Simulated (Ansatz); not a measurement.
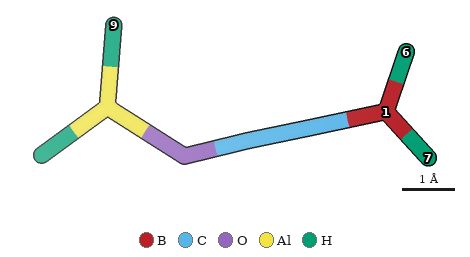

**Figure 1.** The starting structure (stick view, seen on its broad side; atoms are numbered from 1 in the order of the input). Sticks mark near contacts. Bond lengths as drawn: Al–H 1.58 to 1.59 Å, Al–O 1.77 Å, B–C 1.49 Å, B–H 1.22 Å, C–C 1.24 Å and C–O 1.28 Å.

## C2H4AlBO: geometry relaxation (part 1 of 2)

- system: C2H4AlBO, SMILES BC#C[O][AlH2]
- method: RKS PBE0-D4/def2-TZVP (Ansatz 0.2.0)

The geometry: PBE-D4/def2-SVP start. Figures and captions count atoms from 1; the log counts them from 0 in places.

## The input
```yaml
crystal:
  periodic: [false, false, false]
  atoms:
    - {symbol: B, position_ang: [-2.084426, 1.585297, 0.598551]}
    - {symbol: C, position_ang: [-0.876644, 0.887140, 0.064055]}
    - {symbol: C, position_ang: [0.126166, 0.301062, -0.376238]}
    - {symbol: O, position_ang: [1.164439, -0.274145, -0.864823]}
    - {symbol: Al, position_ang: [2.072774, -1.739876, -0.448318]}
    - {symbol: H, position_ang: [-2.720335, 1.108215, 1.523953]}
    - {symbol: H, position_ang: [-2.454935, 2.643263, 0.118310]}
    - {symbol: H, position_ang: [3.291366, -1.973575, -1.430724]}
    - {symbol: H, position_ang: [1.570096, -2.583680, 0.798135]}
basis:
  gaussian: {orbitals: def2-TZVP}
hamiltonian: {xc: pbe0, dispersion: d4}
relax: {f_tol: 0.005, max_steps: 150}
```

Run on 2 threads of Arm Neoverse V1, 23 GiB of memory available, shared host.

Command:
```bash
ansatz run in.yaml --threads 2 --pin off --events-out ev --progress --plain --max-ram 4352MiB
```

## The program's output
```
Functional definition: PBE0
  name "PBE0"
  cite "Adamo & Barone, J. Chem. Phys. 110, 6158 (1999) doi:10.1063/1.478522"
  cite "Perdew, Burke & Ernzerhof, Phys. Rev. Lett. 77, 3865 (1996) doi:10.1103/PhysRevLett.77.3865"
  parent pbe
  parameter a = 0.25
  parameter kappa = 0.804
  parameter beta = 0.06672455060314922
  exchange = (1 - a)*pbe_x(kappa = kappa, mu = beta*pi^2/3) + a*exact_x
  correlation = pbe_c(beta = beta)
1135 factors; their error is unknown
mean field evaluation 1: about -11444.5593 eV, gradient 5.3e1 eV
mean field evaluation 2: about -11437.6191 eV, gradient 7.0e1 eV
mean field evaluation 4: about -11450.5333 eV, gradient 1.0e1 eV
mean field evaluation 8: about -11450.7764 eV, gradient 1.3e-1 eV
mean field evaluation 16: about -11450.8002 eV, gradient 8.4e-5 eV
mean field -11450.80017567 eV, -420.8091448246 hartree, gradient 3.3e-5 eV, S^2 0.000000; 0 other end points of the search recorded, 0 dependent functions left out
the calculation of the forces begins
reference -11450.80021644 eV, -420.8091463229 hartree; 21, 21 occupied and 164, 164 virtual orbitals, 1135 factors
relax step   1: F+E_penalty+E_count = -11450.93024447 eV  Δ(F+E_penalty+E_count) = +0.000e0 eV  max|allowed force component| = 1.581e0 eV/Å  Δτ_max = 0.0000 Å  (29 SCF iters, accepted)
these checks for a lower state are left out or cut short: starts, cluster_reference, orbital_swaps, neighbouring_geometries, increment
1135 factors; their error is unknown
mean field -11450.86097744 eV, -420.8113792484 hartree, gradient 2.4e-5 eV, S^2 0.000000; 0 other end points of the search recorded, 0 dependent functions left out
the calculation of the forces begins
reference -11450.86101809 eV, -420.8113807425 hartree; 21, 21 occupied and 164, 164 virtual orbitals, 1135 factors
relax step   2: F+E_penalty+E_count = -11450.99234099 eV  Δ(F+E_penalty+E_count) = -6.210e-2 eV  max|allowed force component| = 3.910e-1 eV/Å  Δτ_max = 0.0430 Å  (33 SCF iters, accepted)
these checks for a lower state are left out or cut short: starts, cluster_reference, orbital_swaps, neighbouring_geometries, increment
1135 factors; their error is unknown
mean field evaluation 32: about -11450.8674 eV, gradient 2.0e-5 eV
mean field -11450.86739303 eV, -420.8116150171 hartree, gradient 2.0e-5 eV, S^2 0.000000; 0 other end points of the search recorded, 0 dependent functions left out
the calculation of the forces begins
reference -11450.86743362 eV, -420.8116165089 hartree; 21, 21 occupied and 164, 164 virtual orbitals, 1135 factors
relax step   3: F+E_penalty+E_count = -11450.99928193 eV  Δ(F+E_penalty+E_count) = -6.941e-3 eV  max|allowed force component| = 8.385e-2 eV/Å  Δτ_max = 0.0250 Å  (33 SCF iters, accepted)
these checks for a lower state are left out or cut short: starts, cluster_reference, orbital_swaps, neighbouring_geometries, increment
1135 factors; their error is unknown
mean field -11450.86760979 eV, -420.8116229829 hartree, gradient 1.9e-5 eV, S^2 0.000000; 0 other end points of the search recorded, 0 dependent functions left out
the calculation of the forces begins
reference -11450.86765039 eV, -420.8116244749 hartree; 21, 21 occupied and 164, 164 virtual orbitals, 1135 factors
relax step   4: F+E_penalty+E_count = -11450.99957606 eV  Δ(F+E_penalty+E_count) = -2.941e-4 eV  max|allowed force component| = 3.136e-2 eV/Å  Δτ_max = 0.0090 Å  (34 SCF iters, accepted)
these checks for a lower state are left out or cut short: starts, cluster_reference, orbital_swaps, neighbouring_geometries, increment
1135 factors; their error is unknown
mean field -11450.86766299 eV, -420.8116249379 hartree, gradient 1.9e-5 eV, S^2 0.000000; 0 other end points of the search recorded, 0 dependent functions left out
the calculation of the forces begins
reference -11450.86770359 eV, -420.8116264299 hartree; 21, 21 occupied and 164, 164 virtual orbitals, 1135 factors
relax step   5: F+E_penalty+E_count = -11450.99969650 eV  Δ(F+E_penalty+E_count) = -1.204e-4 eV  max|allowed force component| = 9.399e-2 eV/Å  Δτ_max = 0.0139 Å  (33 SCF iters, accepted)
these checks for a lower state are left out or cut short: starts, cluster_reference, orbital_swaps, neighbouring_geometries, increment
1135 factors; their error is unknown
mean field -11450.86785363 eV, -420.8116319441 hartree, gradient 1.9e-5 eV, S^2 0.000000; 0 other end points of the search recorded, 0 dependent functions left out
the calculation of the forces begins
reference -11450.86789424 eV, -420.8116334361 hartree; 21, 21 occupied and 164, 164 virtual orbitals, 1135 factors
relax step   6: F+E_penalty+E_count = -11450.99995667 eV  Δ(F+E_penalty+E_count) = -2.602e-4 eV  max|allowed force component| = 3.466e-2 eV/Å  Δτ_max = 0.0119 Å  (33 SCF iters, accepted)
these checks for a lower state are left out or cut short: starts, cluster_reference, orbital_swaps, neighbouring_geometries, increment
1135 factors; their error is unknown
mean field -11450.86788797 eV, -420.8116332058 hartree, gradient 2.0e-5 eV, S^2 0.000000; 0 other end points of the search recorded, 0 dependent functions left out
the calculation of the forces begins
reference -11450.86792855 eV, -420.8116346971 hartree; 21, 21 occupied and 164, 164 virtual orbitals, 1135 factors
relax step   7: F+E_penalty+E_count = -11451.00018165 eV  Δ(F+E_penalty+E_count) = -2.250e-4 eV  max|allowed force component| = 4.013e-2 eV/Å  Δτ_max = 0.0218 Å  (33 SCF iters, accepted)
these checks for a lower state are left out or cut short: starts, cluster_reference, orbital_swaps, neighbouring_geometries, increment
1135 factors; their error is unknown
mean field evaluation 64: about -11450.8679 eV, gradient 8.5e-5 eV
mean field -11450.86793318 eV, -420.8116348672 hartree, gradient 1.9e-5 eV, S^2 0.000000; 0 other end points of the search recorded, 0 dependent functions left out
the calculation of the forces begins
reference -11450.86797376 eV, -420.8116363586 hartree; 21, 21 occupied and 164, 164 virtual orbitals, 1135 factors
relax step   8: F+E_penalty+E_count = -11451.00025918 eV  Δ(F+E_penalty+E_count) = -7.753e-5 eV  max|allowed force component| = 8.700e-3 eV/Å  Δτ_max = 0.0081 Å  (34 SCF iters, accepted)
these checks for a lower state are left out or cut short: starts, cluster_reference, orbital_swaps, neighbouring_geometries, increment
1135 factors; their error is unknown
mean field -11450.86791273 eV, -420.8116341158 hartree, gradient 1.9e-5 eV, S^2 0.000000; 0 other end points of the search recorded, 0 dependent functions left out
the calculation of the forces begins
reference -11450.86795331 eV, -420.8116356070 hartree; 21, 21 occupied and 164, 164 virtual orbitals, 1135 factors
relax step   9: F+E_penalty+E_count = -11451.00027312 eV  Δ(F+E_penalty+E_count) = -1.394e-5 eV  max|allowed force component| = 1.446e-3 eV/Å  Δτ_max = 0.0059 Å  (34 SCF iters, accepted)
these checks for a lower state are left out or cut short: starts, cluster_reference, orbital_swaps, neighbouring_geometries, increment
1135 factors; their error is unknown
mean field -11450.86787408 eV, -420.8116326955 hartree, gradient 1.9e-5 eV, S^2 0.000000; 0 other end points of the search recorded, 0 dependent functions left out
the calculation of the forces begins
reference -11450.86791466 eV, -420.8116341868 hartree; 21, 21 occupied and 164, 164 virtual orbitals, 1135 factors
relax step  10: F+E_penalty+E_count = -11451.00028025 eV  Δ(F+E_penalty+E_count) = -7.127e-6 eV  max|allowed force component| = 5.692e-3 eV/Å  Δτ_max = 0.0080 Å  (34 SCF iters, accepted)
these checks for a lower state are left out or cut short: starts, cluster_reference, orbital_swaps, neighbouring_geometries, increment
1135 factors; their error is unknown
mean field -11450.86785475 eV, -420.8116319850 hartree, gradient 1.9e-5 eV, S^2 0.000000; 0 other end points of the search recorded, 0 dependent functions left out
the calculation of the forces begins
reference -11450.86789533 eV, -420.8116334762 hartree; 21, 21 occupied and 164, 164 virtual orbitals, 1135 factors
relax step  11: F+E_penalty+E_count = -11451.00027504 eV  Δ(F+E_penalty+E_count) = +5.206e-6 eV  max|allowed force component| = 4.346e-3 eV/Å  Δτ_max = 0.0031 Å  (35 SCF iters, rejected (line search))
these checks for a lower state are left out or cut short: starts, cluster_reference, orbital_swaps, neighbouring_geometries, increment
1135 factors; their error is unknown
mean field -11450.86787464 eV, -420.8116327161 hartree, gradient 1.5e-5 eV, S^2 0.000000; 0 other end points of the search recorded, 0 dependent functions left out
the calculation of the forces begins
reference -11450.86791522 eV, -420.8116342073 hartree; 21, 21 occupied and 164, 164 virtual orbitals, 1135 factors
relax step  12: F+E_penalty+E_count = -11451.00028065 eV  Δ(F+E_penalty+E_count) = -4.046e-7 eV  max|allowed force component| = 3.862e-3 eV/Å  Δτ_max = 0.0015 Å  (25 SCF iters, accepted)
1135 factors; their error is unknown
mean field evaluation 96: about -11450.8679 eV, gradient 1.6e-5 eV
```

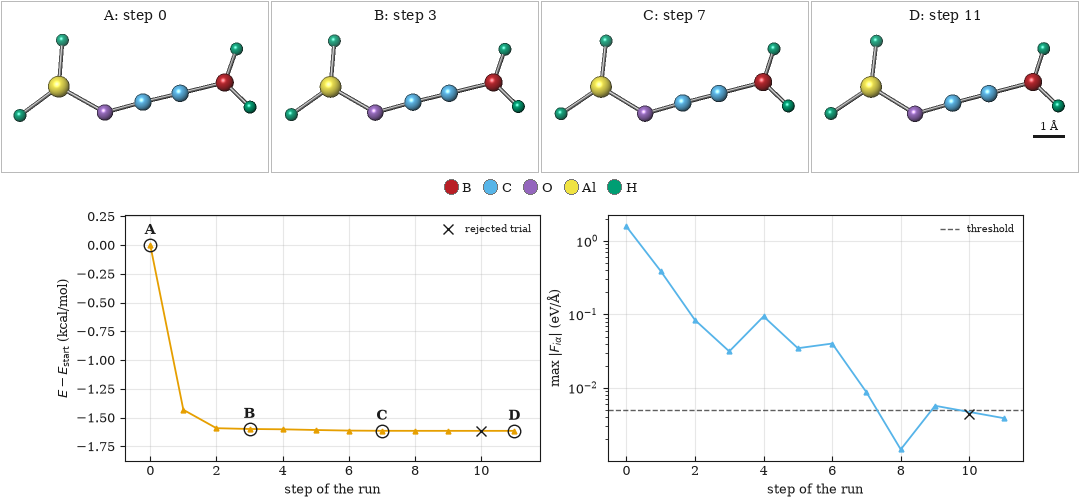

**Figure 2.** Frames of the relaxation (ball-and-stick view, seen at a tilt) above the curves, on which the letters mark them (the first geometry is step 0 here and step 1 in the log).

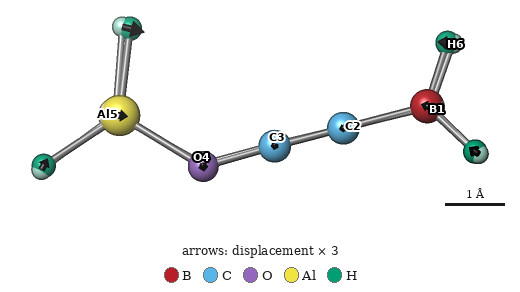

**Figure 3.** Start (faint) and end (solid) with the displacements as black arrows, magnified 3 times (ball-and-stick view, seen at a tilt). The two geometries are laid on each other by the best rigid fit. After 11 geometry steps the energy has fallen by 1.62 kcal/mol. The largest force component goes from 1.6 to 0.0039 eV/Å. The line search rejected the trial step at point 10 (counted from 0) and went back. The largest move after the best rigid fit is that of H9, 0.14 Å. Largest moves by element: H 0.14 Å, Al 0.07 Å, B 0.06 Å, O 0.05 Å, C 0.04 Å. Distances before and after: O4–Al5 1.774 → 1.737 Å, C2–C3 1.242 → 1.217 Å, B1–H6 1.220 → 1.197 Å, Al5–H9 1.587 → 1.571 Å. Among the angles that change: C3–O4–Al5 134.0° → 131.1°. (Atoms are counted from 1 in the order of the input.)
